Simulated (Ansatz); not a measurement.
# LaGaNi4 (P-6m2): the equilibrium volume, part 2 of 2

At what volume is LaGaNi4 (P-6m2) free of pressure?

Ansatz 0.2.0; DFT PBEsol, scalar-relativistic, plane waves, PAW. Earlier steps stand in the parts before.

## Step 3: Relaxing cell and atoms

The input, input.yaml:

```yaml
crystal:
  lattice:
    - [5.16564782, 0.0, 0.0]
    - [-2.58282391, 4.47358224, 0.0]
    - [0.0, 0.0, 3.85199854]
  atoms:
    - { symbol: Ga, position: [0.3333333333, 0.6666666667, 0.0] }
    - { symbol: La, position: [0.0, 0.0, 0.0] }
    - { symbol: Ni, position: [0.6666666667, 0.3333333333, 0.0] }
    - { symbol: Ni, position: [0.9935383, 0.49676915, 0.5] }
    - { symbol: Ni, position: [0.50323085, 0.49676915, 0.5] }
    - { symbol: Ni, position: [0.50323085, 0.0064617, 0.5] }
basis:
  ecutwfc: 420
kpoints:
  mp_grid: { grid: [9, 9, 8] }
hamiltonian:
  xc: pbesol
scf:
  occupations: { method: gaussian, width: 0.05 }
output:
  forces: true
  stress: true
  eigenvalues: true
  write_density: true
  write_potential: true
  elf: true
  volumetric_format: npy
relax:
  adjacent_minimum: "off"
  f_tol: 0.005
  max_steps: 80
  cell: { stress_tol: 0.05 }
```

Launch:

```console
$ ansatz run input.yaml --threads 8 --pin off --max-ram 14336MiB --backend cpu --events-out ev --progress --plain --runs-dir out
```

The log of the run:

```text
Warning: RAYON_NUM_THREADS=8 ignored (pool sized by the plan → 8); use --threads N
Engine: ansatz 0.2.0, aarch64-unknown-linux-gnu
Pseudopotentials: kind: paw
Pseudopotential: Ga, paw, valence charge 13, recommended cutoff 420 eV (normal), Ga.paw.azcp
Pseudopotential: La, paw, valence charge 11, recommended cutoff 420 eV (normal), La.paw.azcp
Pseudopotential: Ni, paw, valence charge 18, recommended cutoff 420 eV (normal), Ni.paw.azcp
Functional definition: PBEsol
  exchange = pbesol_x
  correlation = pbesol_c
Crystal: 6 atoms, lattice volume = 89.016 Å³
Basis set: ecut = 420 eV, 1771 PW (Γ), exchange–correlation on 72×72×54 points (8 copies of the dense FFT grid, shifted against one another)
Bands: 58, of which v1, the nominal top of the filled ones, is band 48 counted from 1 (47 counted from 0)
Symmetry: 12 space group operations
Space group: P-6m2 (ITA 187), of the structure as read, at distance tolerance 4.5e-5 Å
k-points: 60 of 648 (time reversal used)
Non-local potential: Ga, projectors of the file, l = 0: 2, l = 1: 2, l = 2: 3, l = 3: 1
Non-local potential: La, projectors of the file, l = 0: 3, l = 1: 2, l = 2: 2, l = 3: 3
Non-local potential: Ni, projectors of the file, l = 0: 3, l = 1: 2, l = 2: 3, l = 3: 1
PAW form: soft (Blöchl's): semilocal exchange-correlation on the pseudo side does not see the compensation charge
PAW frozen core: Ga, regenerated for the run's functional, and the local potential with it (the file was generated under x = pbe(κ = 0.804, μ = 0.2195149727645171), c = pbe(β = 0.06672455060314922))
PAW frozen core: La, regenerated for the run's functional, and the local potential with it (the file was generated under x = pbe(κ = 0.804, μ = 0.2195149727645171), c = pbe(β = 0.06672455060314922))
PAW frozen core: Ni, regenerated for the run's functional, and the local potential with it (the file was generated under x = pbe(κ = 0.804, μ = 0.2195149727645171), c = pbe(β = 0.06672455060314922))
PAW one-centre angular grid: Ga, 590 points (default); XC on 64 Gauss nodes
PAW one-centre angular grid: La, 590 points (default); XC on 64 Gauss nodes
PAW one-centre angular grid: Ni, 590 points (default); XC on 64 Gauss nodes
Initial density: superposition of atomic densities (neutral atoms: chi_scale 0, normalization atom), corrected by the library's trained network
Initial wavefunctions: pseudopotential atomic-orbital guess
Functional: x = pbesol(κ = 0.804, μ = 0.12345679012345678), c = pbesol(β = 0.046)
SCF iter   1: F=—  HF=-33126.877488 eV  |F-HF|=—  |Δ(HF+E_count)|=         —  Δρ=2.27e-2  dr2=3.00e-1  ethr=1.77e-3  ⟨swp⟩=5.7  Hψ=11634  notcnv=0  defer=1
preconditioner: auto → Kerker (q_TF=auto, 2.763 Å⁻¹)  [metal: Δε(μ)=0.041 eV  Ē_g=7.529 eV  σ=0.050 eV  W_gap=0.43  n_scr=26 (ndim 8)  ℏωp=31.0 eV  f_vac=0.000  D(μ)=3.20/eV (n_scr^D=26)]
SCF iter   2: F=—  HF=-33126.845270 eV  |F-HF|=—  |Δ(HF+E_count)|=   3.22e-2  Δρ=5.22e-3  dr2=1.61e-2  ethr=3.13e-4  ⟨swp⟩=2.2  Hψ=6894  notcnv=0  defer=254
SCF iter   3: F=—  HF=-33126.843256 eV  |F-HF|=—  |Δ(HF+E_count)|=   2.01e-3  Δρ=1.47e-3  dr2=1.41e-3  ethr=1.68e-5  ⟨swp⟩=1.7  Hψ=3617  notcnv=0  defer=263
SCF iter   4: F=—  HF=-33126.843008 eV  |F-HF|=—  |Δ(HF+E_count)|=   2.48e-4  Δρ=3.55e-4  dr2=1.15e-4  ethr=1.47e-6  ⟨swp⟩=2.0  Hψ=5435  notcnv=0  defer=263
SCF iter   5: F=—  HF=-33126.842975 eV  |F-HF|=—  |Δ(HF+E_count)|=   3.25e-5  Δρ=2.42e-4  dr2=6.19e-5  ethr=1.20e-7  ⟨swp⟩=2.4  Hψ=5379  notcnv=0  defer=263
SCF iter   6: F=—  HF=-33126.842987 eV  |F-HF|=—  |Δ(HF+E_count)|=   1.13e-5  Δρ=8.12e-5  dr2=8.00e-6  ethr=6.45e-8  ⟨swp⟩=2.1  Hψ=4273  notcnv=0  defer=263
SCF iter   7: F=—  HF=-33126.842985 eV  |F-HF|=—  |Δ(HF+E_count)|=   1.97e-6  Δρ=3.60e-5  dr2=1.67e-6  ethr=8.33e-9  ⟨swp⟩=2.3  Hψ=5287  notcnv=0  defer=263
SCF iter   8: F=-33126.842984 eV  HF=-33126.842984 eV  |F-HF|=3.67e-8  |Δ(HF+E_count)|=   3.41e-7  Δρ=7.53e-6  dr2=6.80e-8  ethr=1.04e-10  ⟨swp⟩=13.9  Hψ=27650  notcnv=0
SCF 1 converged in 8 iterations: F = -33126.842984 eV  dr2 = 6.80e-8
relax step   1: F+E_penalty+E_count = -33126.84298422 eV  Δ(F+E_penalty+E_count) = +0.000e0 eV  max|allowed force component| = 1.367e-2 eV/Å  Δτ_max = 0.0000 Å  P = -3.811 GPa  Ω = 89.016 Å³  (8 SCF iters, dr2 threshold 1.00e-7 eV, accepted)
Crystal: 6 atoms, lattice volume = 86.776 Å³
Basis set: ecut = 420 eV, 1723 PW (Γ), exchange–correlation on 72×72×54 points (8 copies of the dense FFT grid, shifted against one another)
Initial density: handed on by an earlier stage of this run
Initial wavefunctions: those handed on with the density
iter 1 solved again at ethr=2.47e-5 eV; its pass at ethr=3.10e-3 eV (dr2=2.37e-2 eV) is discarded
SCF iter   1: F=—  HF=-33126.876009 eV  |F-HF|=—  |Δ(HF+E_count)|=         —  Δρ=6.15e-3  dr2=2.41e-2  ethr=2.47e-5  ⟨swp⟩=2.0  Hψ=16852  notcnv=0
preconditioner: auto → Kerker (q_TF=auto, 2.775 Å⁻¹)  [metal: Δε(μ)=0.030 eV  Ē_g=7.670 eV  σ=0.050 eV  W_gap=0.32  n_scr=26 (ndim 8)  ℏωp=31.4 eV  f_vac=0.000  D(μ)=2.26/eV (n_scr^D=20)]
SCF iter   2: F=—  HF=-33126.873762 eV  |F-HF|=—  |Δ(HF+E_count)|=   2.25e-3  Δρ=1.54e-3  dr2=1.93e-3  ethr=2.47e-5  ⟨swp⟩=1.9  Hψ=3615  notcnv=0
SCF iter   3: F=—  HF=-33126.873414 eV  |F-HF|=—  |Δ(HF+E_count)|=   3.48e-4  Δρ=4.73e-4  dr2=2.52e-4  ethr=2.01e-6  ⟨swp⟩=1.9  Hψ=4121  notcnv=0
SCF iter   4: F=—  HF=-33126.873393 eV  |F-HF|=—  |Δ(HF+E_count)|=   2.10e-5  Δρ=2.19e-4  dr2=5.02e-5  ethr=2.62e-7  ⟨swp⟩=2.0  Hψ=5595  notcnv=0
SCF iter   5: F=—  HF=-33126.873393 eV  |F-HF|=—  |Δ(HF+E_count)|=   8.28e-8  Δρ=1.35e-4  dr2=1.69e-5  ethr=5.23e-8  ⟨swp⟩=2.0  Hψ=4294  notcnv=0
SCF iter   6: F=—  HF=-33126.873384 eV  |F-HF|=—  |Δ(HF+E_count)|=   9.25e-6  Δρ=3.76e-5  dr2=1.27e-6  ethr=1.76e-8  ⟨swp⟩=2.2  Hψ=5253  notcnv=0
SCF iter   7: F=-33126.873384 eV  HF=-33126.873384 eV  |F-HF|=2.97e-7  |Δ(HF+E_count)|=   9.14e-8  Δρ=1.94e-5  dr2=3.30e-7  ethr=6.25e-10  ⟨swp⟩=11.2  Hψ=28255  notcnv=0
SCF 2 converged in 7 iterations: F = -33126.873384 eV  dr2 = 3.30e-7
  Residual-converged pass: ⟨swp⟩=1.0  Hψ=3720  notcnv=0  max |occ|·‖R‖ = 7.1e-9 eV (tolerance 1.0e-8 eV)  dr2=3.30e-7  dr2_onsite=5.72e-8  max |Δocc| = 6.8e-11
relax step   2: F+E_penalty+E_count = -33126.87338372 eV  Δ(F+E_penalty+E_count) = -3.040e-2 eV  max|allowed force component| = 9.539e-3 eV/Å  Δτ_max = 0.0024 Å  P = -0.520 GPa  Ω = 86.776 Å³  energy of the carried Pulay correction = +5.021e-4 eV  (7 SCF iters, dr2 threshold 6.00e-7 eV, accepted)
Crystal: 6 atoms, lattice volume = 86.517 Å³
iter 1 solved again at ethr=2.74e-7 eV; its pass at ethr=3.10e-3 eV (dr2=2.63e-4 eV) is discarded
SCF iter   1: F=—  HF=-33126.874438 eV  |F-HF|=—  |Δ(HF+E_count)|=         —  Δρ=6.17e-4  dr2=2.44e-4  ethr=2.74e-7  ⟨swp⟩=2.7  Hψ=14818  notcnv=0
preconditioner: auto → Kerker (q_TF=auto, 2.776 Å⁻¹)  [metal: Δε(μ)=0.065 eV  Ē_g=8.521 eV  σ=0.050 eV  W_gap=0.50  n_scr=26 (ndim 8)  ℏωp=31.9 eV  f_vac=0.000  D(μ)=2.18/eV (n_scr^D=8)]
SCF iter   2: F=—  HF=-33126.874420 eV  |F-HF|=—  |Δ(HF+E_count)|=   1.80e-5  Δρ=1.75e-4  dr2=2.68e-5  ethr=2.54e-7  ⟨swp⟩=1.1  Hψ=3527  notcnv=0
preconditioner: auto → Resta (q_TF=auto, 2.776 Å⁻¹)  ε∞=15.0  [insulator: Δε(μ)=0.066 eV  Ē_g=8.522 eV  σ=0.050 eV  W_gap=0.51  n_scr=26 (ndim 8)  ℏωp=31.9 eV  f_vac=0.000  D(μ)=2.18/eV (n_scr^D=8)  ε∞_Penn≈15.0]
SCF iter   3: F=—  HF=-33126.874418 eV  |F-HF|=—  |Δ(HF+E_count)|=   1.92e-6  Δρ=2.74e-4  dr2=4.62e-5  ethr=2.79e-8  ⟨swp⟩=2.0  Hψ=5965  notcnv=0
SCF iter   4: F=—  HF=-33126.874413 eV  |F-HF|=—  |Δ(HF+E_count)|=   4.33e-6  Δρ=4.21e-5  dr2=1.43e-6  ethr=2.79e-8  ⟨swp⟩=2.0  Hψ=4483  notcnv=0
iter 5 did not close the SCF: its close was put off for the readings that it lacked (scf_convergence_deferred on its scf_iter line)
SCF iter   5: F=-33126.874413 eV  HF=-33126.874413 eV  |F-HF|=1.36e-7  |Δ(HF+E_count)|=   2.22e-7  Δρ=1.86e-5  dr2=2.11e-7  ethr=1.49e-9  ⟨swp⟩=2.0  Hψ=5579  notcnv=0
SCF iter   6: F=-33126.874413 eV  HF=-33126.874413 eV  |F-HF|=6.48e-8  |Δ(HF+E_count)|=   1.09e-8  Δρ=6.10e-6  dr2=3.36e-8  ethr=2.20e-10  ⟨swp⟩=8.0  Hψ=23694  notcnv=0
SCF 3 converged in 6 iterations: F = -33126.874413 eV  dr2 = 3.36e-8
relax step   3: F+E_penalty+E_count = -33126.87441310 eV  Δ(F+E_penalty+E_count) = -1.029e-3 eV  max|allowed force component| = 8.086e-3 eV/Å  Δτ_max = 0.0001 Å  P = -0.065 GPa  Ω = 86.517 Å³  energy of the carried Pulay correction = +5.610e-4 eV  (6 SCF iters, dr2 threshold 6.00e-7 eV, accepted)
Crystal: 6 atoms, lattice volume = 86.488 Å³
iter 1 solved again at ethr=3.80e-8 eV; its pass at ethr=3.10e-3 eV (dr2=3.65e-5 eV) is discarded
SCF iter   1: F=—  HF=-33126.874543 eV  |F-HF|=—  |Δ(HF+E_count)|=         —  Δρ=2.31e-4  dr2=4.04e-5  ethr=3.80e-8  ⟨swp⟩=3.1  Hψ=15681  notcnv=0
preconditioner: auto → Resta (q_TF=auto, 2.776 Å⁻¹)  ε∞=15.0  [insulator: Δε(μ)=0.065 eV  Ē_g=8.522 eV  σ=0.050 eV  W_gap=0.51  n_scr=26 (ndim 8)  ℏωp=31.9 eV  f_vac=0.000  D(μ)=2.18/eV (n_scr^D=8)  ε∞_Penn≈15.0]
SCF iter   2: F=—  HF=-33126.874546 eV  |F-HF|=—  |Δ(HF+E_count)|=   2.83e-6  Δρ=9.76e-5  dr2=9.82e-6  ethr=3.80e-8  ⟨swp⟩=1.0  Hψ=3481  notcnv=0
SCF iter   3: F=—  HF=-33126.874544 eV  |F-HF|=—  |Δ(HF+E_count)|=   1.68e-6  Δρ=2.96e-5  dr2=1.06e-6  ethr=1.02e-8  ⟨swp⟩=2.3  Hψ=5327  notcnv=0
iter 4 did not close the SCF: its close was put off for the readings that it lacked (scf_convergence_deferred on its scf_iter line)
SCF iter   4: F=-33126.874544 eV  HF=-33126.874544 eV  |F-HF|=1.16e-7  |Δ(HF+E_count)|=   2.11e-7  Δρ=1.06e-5  dr2=9.02e-8  ethr=1.10e-9  ⟨swp⟩=2.1  Hψ=5219  notcnv=0
iter 5 did not close the SCF: its close was put off for the readings that it lacked (scf_convergence_deferred on its scf_iter line)
SCF iter   5: F=-33126.874544 eV  HF=-33126.874544 eV  |F-HF|=2.57e-8  |Δ(HF+E_count)|=   4.48e-8  Δρ=6.19e-6  dr2=2.84e-8  ethr=9.39e-11  ⟨swp⟩=2.1  Hψ=5240  notcnv=0
SCF iter   6: F=-33126.874544 eV  HF=-33126.874544 eV  |F-HF|=7.71e-10  |Δ(HF+E_count)|=   5.09e-9  Δρ=1.48e-6  dr2=1.91e-9  ethr=2.96e-11  ⟨swp⟩=7.3  Hψ=22388  notcnv=0
SCF 4 converged in 6 iterations: F = -33126.874544 eV  dr2 = 1.91e-9
relax step   4: F+E_penalty+E_count = -33126.87454373 eV  Δ(F+E_penalty+E_count) = -1.306e-4 eV  max|allowed force component| = 3.964e-3 eV/Å  Δτ_max = 0.0004 Å  P = +0.008 GPa  Ω = 86.488 Å³  energy of the carried Pulay correction = +5.675e-4 eV  (6 SCF iters, dr2 threshold 1.99e-7 eV, accepted)
Initial wavefunctions: pseudopotential atomic-orbital guess (no wavefunctions were taken with the density)
iter 1 solved again at ethr=2.05e-7 eV; its pass at ethr=3.10e-3 eV (dr2=1.97e-4 eV) is discarded
SCF iter   1: F=—  HF=-33126.873939 eV  |F-HF|=—  |Δ(HF+E_count)|=         —  Δρ=3.49e-5  dr2=1.72e-7  ethr=2.05e-7  ⟨swp⟩=4.0  Hψ=21098  notcnv=0
preconditioner: auto → Resta (q_TF=auto, 2.776 Å⁻¹)  ε∞=15.0  [insulator: Δε(μ)=0.065 eV  Ē_g=8.522 eV  σ=0.050 eV  W_gap=0.51  n_scr=26 (ndim 8)  ℏωp=31.9 eV  f_vac=0.000  D(μ)=2.17/eV (n_scr^D=8)  ε∞_Penn≈15.0]
SCF iter   2: F=—  HF=-33126.873960 eV  |F-HF|=—  |Δ(HF+E_count)|=   2.10e-5  Δρ=2.54e-5  dr2=2.69e-7  ethr=1.79e-10  ⟨swp⟩=3.0  Hψ=6843  notcnv=0
SCF iter   3: F=—  HF=-33126.873960 eV  |F-HF|=—  |Δ(HF+E_count)|=   1.51e-8  Δρ=8.20e-6  dr2=2.33e-8  ethr=1.79e-10  ⟨swp⟩=2.7  Hψ=5079  notcnv=0
SCF iter   4: F=—  HF=-33126.873960 eV  |F-HF|=—  |Δ(HF+E_count)|=   8.70e-9  Δρ=4.56e-6  dr2=1.30e-8  ethr=2.42e-11  ⟨swp⟩=2.0  Hψ=5549  notcnv=0
SCF iter   5: F=—  HF=-33126.873960 eV  |F-HF|=—  |Δ(HF+E_count)|=   2.15e-9  Δρ=1.06e-6  dr2=7.94e-10  ethr=1.36e-11  ⟨swp⟩=2.1  Hψ=4589  notcnv=0
SCF iter   6: F=-33126.873960 eV  HF=-33126.873960 eV  |F-HF|=0.00e0  |Δ(HF+E_count)|=  8.00e-11  Δρ=1.60e-7  dr2=1.86e-11  ethr=1.00e-12  ⟨swp⟩=6.0  Hψ=20155  notcnv=0
SCF 5 converged in 6 iterations: F = -33126.873960 eV  dr2 = 1.86e-11
relax step   5: F+E_penalty+E_count = -33126.87395965 eV  Δ(F+E_penalty+E_count) = +5.841e-4 eV  max|allowed force component| = 3.943e-3 eV/Å  Δτ_max = 0.0000 Å  P = +0.014 GPa  Ω = 86.488 Å³  stress off target by 1.68e-2 GPa  SCF on the basis re-selected at this cell (its energy is not comparable with the rows above)  (6 SCF iters)
basis re-selected at this cell: Δ(F+E_penalty+E_count) = +5.841e-4 eV, ΔP = +0.006 GPa vs the last step (what re-selecting the basis moved, of the pressure what is left beyond the Pulay correction that the steps carried, after the strain that the cell walked since its last selection, with what the two solves' SCF thresholds leave and, on support functions, any second-order correction that the steps lacked; it is no measure of the basis error at this ecutwfc). This SCF's stress stands 1.68e-2 GPa from its target on what of the cell is left free (relax.cell.stress_tol is 5.00e-2 GPa) and its largest allowed force component is 3.94e-3 eV/Å (relax.f_tol is 5.00e-3 eV/Å): within both
SCF converged after 6 iterations
Free energy (F): -33126.873960 eV
Harris-Foulkes:  -33126.873960 eV  (|F-HF|=0.00e0)
Internal energy: -33126.871245 eV  (E = F + TS)
E sigma→0 (E₀):  -33126.872603 eV
Entropy (-TS):   -0.002714 eV (-0.452 meV/atom)
Fermi energy:    15.903508 eV
--- Per-component energies (eV) ---
  E_band       = -1220.302854
  E_kinetic    = 1450.797554
  E_local      = -19145.807236  (includes V_loc(G=0)·N_el)
  E_nonlocal   = 3071.629034
  E_hartree    = 8313.614544
  E_xc         = -548.788537
  E_vxc        = -647.828238  (∫ρ·V_xc dr)
  E_paw        = -13661.092428  (= ΣΔE_a)
  E_vpaw       = -2576.325236  (= ΣTr[D̂ρ^β])
  E_aug_tail   = 0.001873  (compensation charges beyond the density's cutoff)
  E_ewald      = -12609.047694
  E_core_change = 1.821643  (= ΣΔE_core)
  E_smearing   = -0.002714  (= −TS)
  E_closure    = -0.000000  (closes the sum)
  Σ components = -33126.873960   (vs F -33126.873960, Δ=0.00e0)
--- Forces (eV/Å), atoms counted from 1 ---
  atom   1  Ga     0.00000000     0.00000000     0.00000000
  atom   2  La     0.00000000    -0.00000000     0.00000000
  atom   3  Ni     0.00000000    -0.00000000     0.00000000
  atom   4  Ni    -0.00341438    -0.00197129     0.00000000
  atom   5  Ni     0.00341438    -0.00197129     0.00000000
  atom   6  Ni     0.00000000     0.00394258     0.00000000
  max |Σ_I F_I| component: 1.55e-16 eV/Å
--- Stress (GPa, compression-positive) ---
        0.012707       0.000000       0.000000
        0.000000       0.012707       0.000000
        0.000000       0.000000       0.016834
  P = ⅓ Tr σ = 0.0141 GPa (0.141 kbar)
--- Band table (eV; the first three rows and the last of 60) ---
  k-point 0: bands = ["-86.7768", "-86.7616", "-86.7616", "-86.6806", "-47.4549", "-47.4264", "-47.3738", "-47.3738", "-47.3367", "-47.3367", "-47.2688", "-47.2121", "-47.2121", "-47.1777", "-47.1764", "-47.1764", "-15.9925", "-0.0810", "-0.0810", "0.5347", "1.3721", "1.3768", "1.3768", "1.4683", "1.4683", "6.7706", "11.6365", "11.6365", "11.6429", "12.6290", "12.6738", "12.9666", "12.9666", "13.2439", "13.2769", "13.2769", "14.4461", "14.4461", "14.8154", "14.8154", "14.9117", "15.0376", "15.0376", "15.2209", "15.4158", "15.4158", "15.8237", "16.6107", "16.6629", "16.6629", "17.3085", "17.7625", "17.7625", "18.7571", "18.7865", "18.7865", "19.1360", "19.1360"]
  k-point 1: bands = ["-86.7764", "-86.7616", "-86.7616", "-86.6809", "-47.4594", "-47.4192", "-47.3765", "-47.3765", "-47.3352", "-47.3352", "-47.2715", "-47.2121", "-47.2121", "-47.1777", "-47.1752", "-47.1752", "-15.9843", "-0.0711", "-0.0711", "0.4161", "1.3744", "1.3744", "1.3802", "1.4699", "1.4699", "6.9413", "11.4647", "11.7419", "11.7419", "12.6295", "12.8371", "13.0493", "13.0493", "13.2923", "13.2923", "13.5080", "14.3869", "14.3869", "14.8439", "14.8439", "14.8949", "15.0523", "15.0523", "15.1831", "15.2615", "15.2615", "15.7594", "15.8238", "16.6040", "16.6040", "17.3850", "17.3850", "17.7648", "18.7677", "18.7677", "18.7748", "18.9905", "18.9905"]
  k-point 2: bands = ["-86.7755", "-86.7616", "-86.7616", "-86.6819", "-47.4663", "-47.4054", "-47.3823", "-47.3823", "-47.3323", "-47.3323", "-47.2788", "-47.2120", "-47.2120", "-47.1777", "-47.1724", "-47.1724", "-15.9642", "-0.0471", "-0.0471", "0.1458", "1.3687", "1.3687", "1.3993", "1.4736", "1.4736", "7.4216", "11.0764", "12.0308", "12.0308", "12.5143", "13.2026", "13.2849", "13.2849", "13.3482", "13.3482", "14.0233", "14.2091", "14.2091", "14.6821", "14.7977", "14.7977", "14.8551", "14.9743", "14.9743", "15.1156", "15.1659", "15.1659", "15.8242", "16.2857", "16.2857", "16.7127", "16.7127", "18.2877", "18.7254", "18.7254", "18.8165", "18.9174", "18.9174"]
  k-point 59: bands = ["-86.7693", "-86.7664", "-86.7616", "-86.6833", "-47.4436", "-47.3943", "-47.3893", "-47.3819", "-47.3656", "-47.3210", "-47.2785", "-47.2205", "-47.2013", "-47.1940", "-47.1689", "-47.1686", "-15.9308", "-0.1700", "-0.0455", "0.0005", "1.3362", "1.3569", "1.3580", "1.3833", "1.4741", "9.3755", "10.5823", "11.7235", "12.1328", "12.7957", "13.0409", "13.2018", "13.5510", "13.6685", "13.6800", "13.8225", "13.9179", "14.0336", "14.1132", "14.2736", "14.3831", "14.3913", "14.4970", "14.6935", "14.7413", "15.1859", "15.5711", "15.7483", "15.7725", "16.0866", "17.5064", "18.3836", "18.5011", "18.5644", "18.6197", "18.6506", "18.9538", "19.0407"]
--- Relaxed structure (4 steps of the walk, 4 accepted, 1 SCFs on fresh bases) ---
  F+E_penalty+E_count = -33126.87395965 eV   max|allowed force component| = 3.943e-3 eV/Å   (the final SCF, on the basis selected at the relaxed cell)
  cell:  # Å, volume = 86.4883 Å³
    - [5.108051951494892, 0.0, 0.0]
    - [-2.554025975747446, 4.423702753845254, 0.0]
    - [0.0, 0.0, 3.827510093985002]
  atoms:
    - { symbol: Ga, position: [0.3333333333333332, 0.6666666666666666, 0.0] }
    - { symbol: La, position: [-1.4132611520504486e-21, -1.514728737544751e-21, 0.0] }
    - { symbol: Ni, position: [0.6666666666666667, 0.33333333333333326, 0.0] }
    - { symbol: Ni, position: [0.9939685987315048, 0.49698429936575245, 0.49999999999999994] }
    - { symbol: Ni, position: [0.5030157006342476, 0.49698429936575245, 0.49999999999999994] }
    - { symbol: Ni, position: [0.5030157006342476, 0.00603140126849515, 0.49999999999999994] }
```

Wall time 25 s (8 threads of Arm Neoverse V2, shared host); peak memory 0.73 GiB.

How the relaxation went:

| step | energy from step 1 (meV/atom) | largest force component (eV/Å) | pressure (GPa) | volume (Å³/atom) |
| --- | --- | --- | --- | --- |
| 1 | 0.0 | 0.014 | -3.81 | 14.836 |
| 2 | -5.1 | 0.010 | -0.52 | 14.463 |
| 3 | -5.2 | 0.008 | -0.07 | 14.419 |
| 4 | -5.3 | 0.004 | 0.01 | 14.415 |
| 5 | -5.2 | 0.004 | 0.01 | 14.415 |

Step 1 is the start. Step 5 repeats the geometry before it on a plane-wave basis chosen anew for the final cell, which shifts the energy by +0.1 meV/atom.

In short: volume 14.415 Å³/atom, pressure 0.01 GPa, no gap.

## Step 4: The cell, before and after

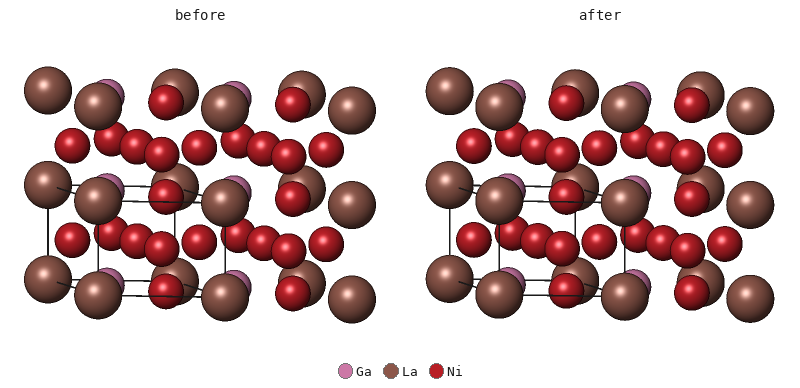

The structure before (left) and after (right), at one scale.

How the cell compares, before and after:

| cell as typed | before | after | change |
| --- | --- | --- | --- |
| a (Å) | 5.166 | 5.108 | -1.1 % |
| b (Å) | 5.166 | 5.108 | -1.1 % |
| c (Å) | 3.852 | 3.828 | -0.6 % |
| volume (Å³/atom) | 14.836 | 14.415 | -2.8 % |
| shortest distance (Å) | 2.418 | 2.400 | -0.8 % |
| space group | P-6m2 | P-6m2 | same |

## Step 5: Outcome

What follows sums up all 2 parts. Changes of volume or cell count from the first structure of part 1.

| quantity | value |
| --- | --- |
| volume | 14.415 Å³/atom |
| pressure | 0.01 GPa |
| conventional cell | a = 5.108 Å, b = 5.108 Å, c = 3.828 Å, α = 90.00°, β = 90.00°, γ = 120.00° |
| gap on the mesh | none (metal) |

In words: From the first run shown, the volume went from 14.84 to 14.41 Å³/atom (-2.8 %) in 2 runs, where the pressure is zero within 0.01 GPa. Spin polarisation wasn't allowed in this run.
